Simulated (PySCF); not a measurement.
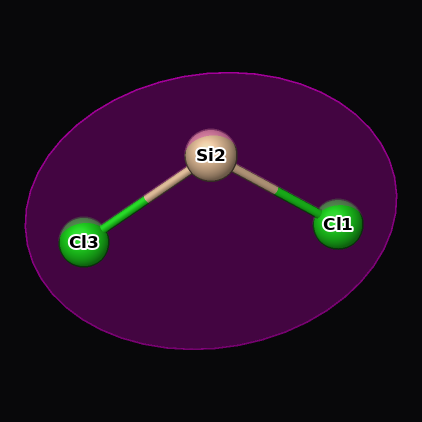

A disc through the centre of mass is drawn in. Distant atoms are faded towards the background colour. The geometry was computed by an optimisation with PBE0-D3(BJ)/def2-SVP. No frequency run is at hand to confirm it as a minimum.

> Is the plane of the disc a mirror plane of the structure?

Yes. The reflection leaves Cl1, Si2, Cl3 in place. The point group is C2v.
